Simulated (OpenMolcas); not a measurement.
# Multiconfigurational calculation, with input and output: Yb³⁺ complex

Yb³⁺ with 6 ligands (F; octahedron, 2.002 Å), embedded in K2NaGaF6 by model potentials and point charges, whose field is part of the energies. Computed at this level: state-averaged SS-CASPT2, IPEA shift 0.25, imaginary shift 0.1 hartree, closed shells 5s 5p of the metal and the valence shells of the ligands correlated, active space 13 electrons in the shell 4f, basis ANO-RCC-VDZP on the metal and ANO-RCC-VDZP on the ligands, DKH2 scalar Hamiltonian, spin-orbit coupling by RASSI with atomic mean-field integrals (OpenMolcas).

### Input file
```
&GATEWAY
Basis set
Yb.ANO-RCC-VDZP.
Yb1 0.0 0.0 0.0 Angstrom
End of basis
Basis set
F.ANO-RCC-VDZP.
L1 2.002000 0.000000 0.000000 Angstrom
L2 0.000000 2.002000 0.000000 Angstrom
L3 0.000000 0.000000 2.002000 Angstrom
End of basis
Basis set
Na.EMB-AIMP.Barandiaran.6s3p.1s1p.ECP.K2NaGaF6.
PseudoCharge
* 3 symmetry-unique lattice sites within 7.6 angstrom
End of basis
Basis set
K.EMB-AIMP.Barandiaran.0s.0s.ECP.K2NaGaF6.
PseudoCharge
* 16 symmetry-unique lattice sites within 7.6 angstrom
End of basis
Basis set
Na.EMB-AIMP.Barandiaran.0s.0s.ECP.K2NaGaF6.
PseudoCharge
* 4 symmetry-unique lattice sites within 7.6 angstrom
End of basis
Basis set
F.EMB-AIMP.Barandiaran.0s.0s.ECP.K2NaGaF6.
PseudoCharge
* 39 symmetry-unique lattice sites within 7.6 angstrom
End of basis
Basis set
Ga.EMB-AIMP.Barandiaran.0s.0s.ECP.K2NaGaF6.
PseudoCharge
* 6 symmetry-unique lattice sites within 7.6 angstrom
End of basis
Symmetry
XYZ
AngMom=0.0 0.0 0.0
AMFI
RICD
XField
1521 Angstrom 0
* Evjen-weighted lattice charges
&SEWARD
&RASSCF
FileOrb=start.orb
Symmetry=2
Spin=2
nActEl=13 0 0
Inactive=30 27
Ras2=0 7
CIRoot=7 7 1
SDav=7
CIMx=300
Iter=150 100
PrWF=0.3
OrbListing=Nothing
MaxOrb=0
LevShft=1.0
>>> COPY $Project.JobIph JOB001
&RASSI
NrOfJobIphs=1 7
1 2 3 4 5 6 7
IphNames
JOB001
EJob
SpinOrbit
DIPRint=1.0
SOCoupling=1000.0
Subsets=2
Property=9
'ANGMOM' 1 'ANGMOM' 2 'ANGMOM' 3 'MLTPL  1' 1 'MLTPL  1' 2 'MLTPL  1' 3
'AMFI' 1 'AMFI' 2 'AMFI' 3
SOProperty=3
'ANGMOM' 1 'ANGMOM' 2 'ANGMOM' 3
>>> COPY JOB001 $Project.JobIph
&CASPT2
Multistate=7 1 2 3 4 5 6 7
NoMult
Frozen=17 12
IPEA=0.25
Imaginary=0.1
MaxIter=60
WThr=0.0 0.3 0.05
PrWF=0.5
NoMix
```

The file start.orb holds starting orbitals from an earlier step. A driver script formed the levels outside the program, from RASSI's spin-orbit matrix and the CASPT2 energies (for multi-state variants, the effective Hamiltonian), averaged over the components of each term or state. The log and the time are those of the CASPT2 step.

Command:
```bash
OMP_NUM_THREADS=1 MOLCAS_MEM=2457 MOLCAS_PROJECT=a pymolcas a.inp > a.log  # once for each step of the input, in one work folder
```

### The program's output (extracts)
```
--- CASPT2 ---
Orbital specifications:
      -----------------------

      Symmetry species                           1   2
                                                ag  au
      Frozen orbitals                           17  12
      Inactive orbitals                         13  15
      Active orbitals                            0   7
      Secondary orbitals                        60  52
      Deleted orbitals                           0   0
      Number of basis functions                 90  86
Type of calculation                        SS-CASPT2
      Fock operator                              state-specific
      IPEA shift                                 0.25
      Real shift                                 0.00
      Imaginary shift                            0.10
      The input orbitals will be transformed to quasi-canonical
Reference energy:      -14645.1148765148
      E2 (Non-variational):      -2.0743060291
      Shift correction:          -0.0009305981
      E2 (Variational):          -2.0752366272
      Total energy:          -14647.1901131420
      Residual norm:              0.0000008276
      Reference weight:           0.71669
      Contributions to the CASPT2 correlation energy
      Active & Virtual Only:         -0.4766120609
      One Inactive Excited:          -0.2196785243
      Two Inactive Excited:          -1.3780154440
Reference energy:      -14645.1148765145
      E2 (Non-variational):      -2.0742714717
      Shift correction:          -0.0009304700
      E2 (Variational):          -2.0752019417
      Total energy:          -14647.1900784562
      Residual norm:              0.0000008184
      Reference weight:           0.71670
      Contributions to the CASPT2 correlation energy
      Active & Virtual Only:         -0.4766061293
      One Inactive Excited:          -0.2196561589
      Two Inactive Excited:          -1.3780091835
::    CASPT2 Root  1     Total energy: -14647.19011314
::    CASPT2 Root  2     Total energy: -14647.19007846
::    CASPT2 Root  3     Total energy: -14647.19002560
::    CASPT2 Root  4     Total energy: -14647.18413649
::    CASPT2 Root  5     Total energy: -14647.18416100
::    CASPT2 Root  6     Total energy: -14647.18416040
::    CASPT2 Root  7     Total energy: -14647.18113107
```

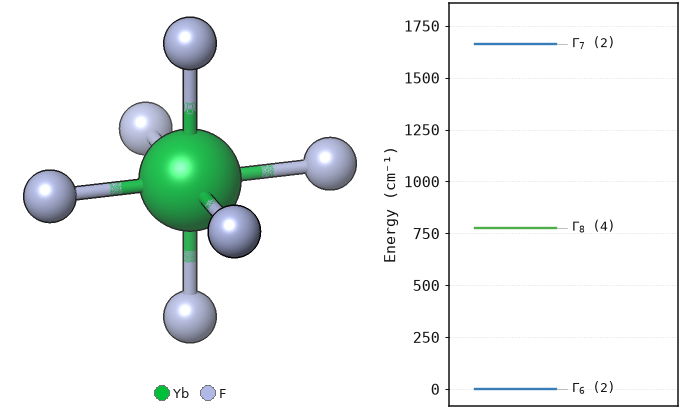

*Yb³⁺ (4f¹³) as a dopant in K₂NaGaF₆, a cluster with its 6 nearest F⁻ at 2.002 Å (octahedron) embedded in model potentials and point charges; the geometry was set, not optimised, and its levels. Labels give the representation in O, Td, D4 or D3 as the site allows (double group for half-integer spin) where it could be assigned and, in brackets, the degeneracy; spin-free states, where drawn, share the zero of the spin-orbit levels.*

The ground level is Γ₆, a Kramers doublet, 100 % from states of spin multiplicity 2, effective J = 3.49, with |mJ| = 1/2 the largest share (58 %). Its principal g values are 2.64, 2.64 and 2.64, isotropic. The next level lies at 777 cm⁻¹ (Γ₈). The lowest J multiplet spreads over 1,660 cm⁻¹.

### Key numbers

- outcome: converged
- energy of the lowest spin-free term: −14647.19007 hartree
- energy of the lowest spin-orbit level: −14647.21035 hartree
- CASPT2 correlation energy: −2.0752 hartree
- largest spread among components of a term: 19.2 cm⁻¹
- lowest reference weight: 0.717
- hardware: 1 thread of Arm Neoverse V1, 24 GiB of memory available, shared host
- wall time: 39 s
- peak memory: 0.6 GiB

### Remarks

To bear in mind: the geometry is set by hand, with no relaxation.
